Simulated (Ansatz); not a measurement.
# Static equation of state of H7C5SNO5 (P2_1/c) (152 atoms)

The cell holds 152 atoms: 56 H, 40 C, 8 S, 8 N and 40 O. Its edges and angles: a = 10.447 Å, b = 10.757 Å, c = 13.509 Å, α = 90.0°, β = 97.2°, γ = 90.1°. It derives from H7C5SNO5 (P2_1/c), repeated 1×1×2. The starting structure: H7C5SNO5, space group P2_1/c, structure from the Crystallography Open Database, 1 x 1 x 2 conventional cells; every coordinate displaced by a Gaussian of 0.03 Å; bonds to H set to neutron lengths (C-H 1.089, N-H 1.015, O-H 0.983, B-H 1.19 Å) where the listed ones are shorter.

Calculated with Ansatz 0.2.0: Kohn-Sham DFT, PBE+D3(BJ), PAW (set soft_2), plane waves; cutoff 420 eV, Γ point, fixed occupations. Cell and atoms were relaxed first, to V0 = 9.9094 Å³ an atom at a residual P0 = -0.013 GPa. The cell was then scaled evenly, and the atoms were relaxed at each volume.

| volume (Å³/atom) | pressure (GPa) |
| --- | --- |
| 8.9185 | 1.883 |
| 9.3149 | ? |
| 9.6121 | 0.3976 |
| 10.207 | -0.4057 |
| 10.504 | -0.5977 |

**Question.** Fit the third-order Birch–Murnaghan equation to the rows given and interpolate to the withheld row.

**Working.**

Take the Eulerian strain f = ½[(V0/V)^(2/3) − 1] and the normalised pressure F = (P − P0) / [3f(1 + 2f)^(5/2)]. The third-order Birch–Murnaghan equation is then the line F = B0 + (3/2)B0(B′ − 4) f, so u = f and v = F.

| u = f | v = F (GPa) |
| --- | --- |
| 0.0363828 | 14.5675 |
| 0.0102570 | 12.6717 |
| -0.00975676 | 14.1081 |
| -0.0190506 | 11.2824 |

With n = 4: mean u = 0.00445812, mean v = 13.1574, Σ(u − ū)² = 0.0018075, Σ(u − ū)(v − v̄) = 0.072765. Slope b = 0.072765 / 0.0018075 = 40.257; intercept a = v̄ − b ū = 12.978.

So B0 = a = 13.0 GPa and B′ = 4 + 2b/(3a) = 6.07. At the withheld volume f = 0.02106, F = a + b f = 13.83 GPa, and P = P0 + 3f(1 + 2f)^(5/2) F.

Prediction at 9.3149: 0.9556 GPa. The run gave 0.9756 GPa, so the fit is low by 0.020 GPa (2.0 % of the value).

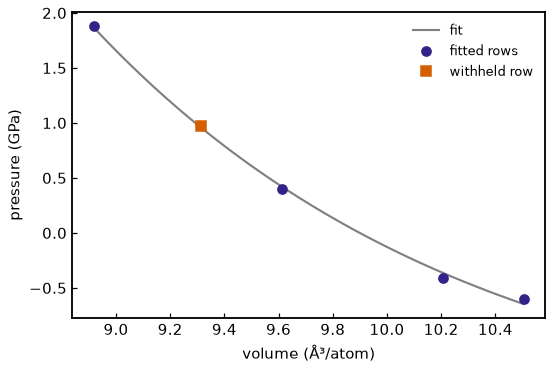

The fit, the rows that it rests on and the withheld row.

The series isn't one smooth equation of state: even a line fitted to all rows, the withheld one included, misses F by up to 10.6 %. B0 and B′ are then only the numbers of this fit, not moduli of the material. Among the rows given, the largest miss of the fit is at 10.504, by 0.048 GPa (1.9 % of the range of the table).

Limits: Static cells at zero temperature; the cell shape is held. The program notes that the SCF threshold of these relaxations is loose for the stress. Only the Γ point is sampled, in a cell whose shortest periodic width is 10 Å.

[Hosts, paths, dates, database ids (printed as entryN), source tags and the programs' standing remarks are cut or masked in the printed files.]
